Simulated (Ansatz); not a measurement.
**[OF2]+ (SMILES F[O+]F): levels of theory compared**

We compute a comparison of 6 runs (U-wB97M-V/STO-3G, U-wB97X/STO-3G, UB3LYP/STO-3G, UBHLYP/STO-3G, RPA@PBE/STO-3G, UMP2/STO-3G) of [OF2]+. 

The results are computed with Ansatz 0.2.0.

18 further runs of the same task are left out: 15 that didn't finish, 3 set aside as unsound or not needed.

**1. The molecule**

The species is [OF2]+ (3 atoms), meant as a doublet with charge +1. SMILES: `F[O+]F`. The O2–F1 distance was set to 1.622 Å, away from the relaxed value.

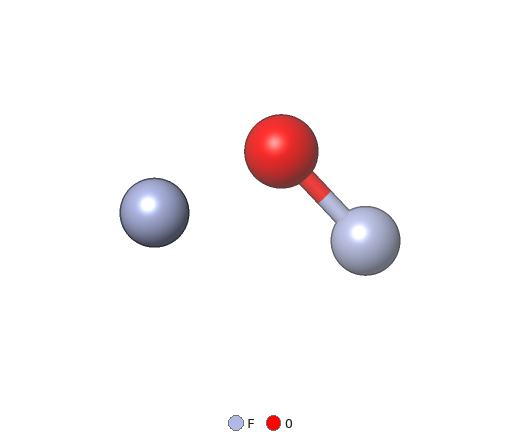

Viewed from a chosen angle; fluorine light blue, oxygen red.

**2. The energy at U-wB97M-V/STO-3G (run 1)**

molecule.yaml

```yaml
crystal:
  periodic: [false, false, false]
  atoms:
    - {symbol: F, position_ang: [1.150121, -0.512593, 0.577859]}
    - {symbol: O, position_ang: [0.000640, 0.505210, 0.055670]}
    - {symbol: F, position_ang: [-0.920840, -0.196190, -0.529090]}
basis:
  gaussian:
    orbitals: STO-3G
total_charge: 1
magnetization:
  spin_polarized: true
  initial_magnetization: 1
hamiltonian:
  xc: {name: wB97M-V}
accuracy: high
```

Command:

```console
$ ansatz run molecule.yaml --threads 1 --pin off --max-ram 3480MiB --events-out events.jsonl --progress --plain --runs-dir runs
```

Log:

```text
Warning: RAYON_NUM_THREADS=1 ignored (pool sized by the plan → 1); use --threads N
Functional definition: wB97M-V
  name "wB97M-V"
  parameter omega = 0.3/bohr
  parameter cx = 0.15
  parameter cx01 = 1.007
  parameter cx10 = 0.259
  parameter css00 = 0.443
  parameter css04 = -1.437
  parameter css10 = -4.535
  parameter css20 = -3.390
  parameter css43 = 4.278
  parameter cos00 = 1.000
  parameter cos10 = 1.358
  parameter cos20 = 2.924
  parameter cos21 = -8.812
  parameter cos60 = -1.390
  parameter cos61 = 9.142
  parameter b = 6.0
  parameter c = 0.01
  gx(w, u) = 1 - cx + cx01*u + cx10*w
  gss(w, u) = css00 + css04*u^4 + css10*w + css20*w^2 + css43*w^4*u^3
  gos(w, u) = cos00 + cos10*w + (cos20 + cos21*u)*w^2 + (cos60 + cos61*u)*w^6
  exchange = spin_sum(e_x_unif_sr(omega)*gx(b97_w, b97_u_x)) + cx*exact_x_sr(omega) + exact_x_lr(omega)
  correlation = spin_sum(e_c_pw_mod_same_spin*gss(b97_w, b97_u_same))
      + integral(e_c_pw_mod_opposite_spin*gos(b97_w_opposite, b97_u_opposite)) + vv10(b, c)
250 factors; integrals over basis functions are off by at most 4.6e-8 eV
105 factors; integrals over basis functions are off by at most 1.2e-9 eV
mean field evaluation 1: about -7353.3903 eV, gradient 3.0e1 eV
mean field evaluation 2: about -7320.4174 eV, gradient 7.9e1 eV
mean field evaluation 4: about -7359.6701 eV, gradient 6.0e0 eV
mean field evaluation 8: about -7360.0033 eV, gradient 2.5e-1 eV
mean field evaluation 16: about -7359.9907 eV, gradient 2.1e-2 eV
mean field evaluation 32: about -7359.9907 eV, gradient 4.5e-7 eV
mean field -7359.99070734 eV, -270.4746697140 hartree, gradient 1.0e-8 eV, S^2 0.804024; 5 other end points of the search recorded, 0 dependent functions left out
reference -7359.99070797 eV, -270.4746697371 hartree; 13, 12 occupied and 2, 3 virtual orbitals, 250 factors
Total energy: -7359.99070797 eV, -270.4746697371 hartree
```

Run time: 17 s. Hardware: 1 thread of Arm Neoverse V2, shared host; peak memory 0.36 GiB.

**3. A single-point energy at U-wB97X/STO-3G (run 2)**

run.yaml

```yaml
crystal:
  periodic: [false, false, false]
  atoms:
    - {symbol: F, position_ang: [1.150121, -0.512593, 0.577859]}
    - {symbol: O, position_ang: [0.000640, 0.505210, 0.055670]}
    - {symbol: F, position_ang: [-0.920840, -0.196190, -0.529090]}
basis:
  gaussian:
    orbitals: STO-3G
accuracy: high
magnetization:
  spin_polarized: true
  initial_magnetization: 1
hamiltonian:
  xc: {name: wB97X}
total_charge: 1
```

Command:

```console
$ ansatz run run.yaml --threads 1 --pin off --max-ram 3480MiB --events-out events.jsonl --progress --plain --runs-dir runs
```

Log, shortened:

```text
Warning: RAYON_NUM_THREADS=1 ignored (pool sized by the plan → 1); use --threads N
Functional definition: wB97X
  name "wB97X"
[...]
      + exact_x_lr(omega)
[...]
      + integral(e_c_pw_opposite_spin*poly(b97_u_opposite, 1, cos1, cos2, cos3, cos4))
250 factors; integrals over basis functions are off by at most 4.6e-8 eV
105 factors; integrals over basis functions are off by at most 1.2e-9 eV
[...]
mean field -7358.74023466 eV, -270.4287156903 hartree, gradient 4.4e-8 eV, S^2 0.857686; 5 other end points of the search recorded, 0 dependent functions left out
reference -7358.74023424 eV, -270.4287156750 hartree; 13, 12 occupied and 2, 3 virtual orbitals, 250 factors
Total energy: -7358.74023424 eV, -270.4287156750 hartree
```

Run time: 7.5 s. Hardware: 1 thread of Arm Neoverse V2, shared host; peak memory 0.29 GiB.

Runs 3 to 4 aren't shown in full; the table further down has their settings and results.

**4. A single-point energy at RPA@PBE/STO-3G (run 5)**

input.yaml

```yaml
basis:
  gaussian:
    orbitals: STO-3G
crystal:
  periodic: [false, false, false]
  atoms:
    - {symbol: F, position_ang: [1.150121, -0.512593, 0.577859]}
    - {symbol: O, position_ang: [0.000640, 0.505210, 0.055670]}
    - {symbol: F, position_ang: [-0.920840, -0.196190, -0.529090]}
total_charge: 1
magnetization:
  spin_polarized: true
  initial_magnetization: 1
hamiltonian:
  xc: {name: PBE}
correlation:
  method: rpa
  frozen_orbitals: {F: 1, O: 1}
accuracy: high
```

Command:

```console
$ ansatz run input.yaml --threads 1 --pin off --max-ram 3480MiB --events-out events.jsonl --progress --plain --runs-dir runs
```

Log, shortened:

```text
Warning: RAYON_NUM_THREADS=1 ignored (pool sized by the plan → 1); use --threads N
Functional definition: PBE
  name "PBE"
[...]
250 factors; integrals over basis functions are off by at most 4.6e-8 eV
[...]
mean field -7353.73827909 eV, -270.2448972138 hartree, gradient 2.5e-8 eV, S^2 0.750167; 4 other end points of the search recorded, 0 dependent functions left out
3 core orbitals not correlated: weight in the atoms' cores, before any rotation towards them, 1.000 or more for the frozen orbitals, at most 0.000 for the correlated occupied ones
reference -7327.66222266 eV, -269.2866198148 hartree; 10, 9 occupied and 2, 3 virtual orbitals, 250 factors
Total energy: -7338.52143580 eV, -269.6856885370 hartree
```

It took 2.7 s on 1 thread of Arm Neoverse V2, shared host; peak memory 0.11 GiB.

**5. The energy at UMP2/STO-3G (run 6)**

input.yaml

```yaml
crystal:
  periodic: [false, false, false]
  atoms:
    - {symbol: F, position_ang: [1.150121, -0.512593, 0.577859]}
    - {symbol: O, position_ang: [0.000640, 0.505210, 0.055670]}
    - {symbol: F, position_ang: [-0.920840, -0.196190, -0.529090]}
basis:
  gaussian: {orbitals: STO-3G}
total_charge: 1
magnetization: {spin_polarized: true, initial_magnetization: 1}
correlation: {method: mp2, frozen_orbitals: {F: 1, O: 1}}
accuracy: high
```

Command:

```console
$ ansatz run input.yaml --threads 1 --pin off --max-ram 3480MiB --events-out events.jsonl --progress --plain --runs-dir runs
```

Log, shortened:

```text
Warning: RAYON_NUM_THREADS=1 ignored (pool sized by the plan → 1); use --threads N
Functional definition: HF
  name "HF"
[...]
250 factors; integrals over basis functions are off by at most 4.6e-8 eV
[...]
mean field -7331.89454138 eV, -269.4421546593 hartree, gradient 6.4e-8 eV, S^2 1.400862; 21 other end points of the search recorded, 0 dependent functions left out
3 core orbitals not correlated: weight in the atoms' cores, before any rotation towards them, 1.000 or more for the frozen orbitals, at most 0.000 for the correlated occupied ones
reference -7331.89454138 eV, -269.4421546593 hartree; 10, 9 occupied and 2, 3 virtual orbitals, 250 factors
second order -1.82190452 eV of doubles, -0.00000000 eV of singles
Total energy: -7333.71644590 eV, -269.5091084154 hartree
```

It took 0.4 s on 1 thread of Arm Neoverse V2, shared host.

**6. The series**

| run | level | frozen core orbitals | energy (Eh) | ⟨S²⟩ | wall time |
| --- | --- | --- | --- | --- | --- |
| 1 | U-wB97M-V/STO-3G | – | -270.474670 | 0.804 | 17 s |
| 2 | U-wB97X/STO-3G | – | -270.428716 | 0.858 | 7.5 s |
| 3 | UB3LYP/STO-3G | – | -270.441425 | 0.775 | 1.3 s |
| 4 | UBHLYP/STO-3G | – | -270.357301 | 1.070 | 2.2 s |
| 5 | RPA@PBE/STO-3G | 3 | -269.685689 | 0.750 | 2.7 s |
| 6 | UMP2/STO-3G | 3 | -269.509108 | 1.401 | 0.4 s |

**7. Summary of results**

| quantity | value |
| --- | --- |
| run 6: total energy | -269.50911 Eh |
| run 6: correlation energy (3 core orbitals frozen) | -67.0 mEh |
| run 6: ⟨S²⟩ of the reference determinant | 1.401 |

Totals of different functionals can't be ranked against each other. In runs 1, 2, 3, 4, 5, 6 the basis is minimal, so the values are rough. Spin contamination of the reference: run 6 ⟨S²⟩ = 1.40, run 4 ⟨S²⟩ = 1.07, run 2 ⟨S²⟩ = 0.86. Where it is this large, the reference is a mixture of spin states, and values that rest on it are in doubt. All runs together took 31 s, the longest 17 s.
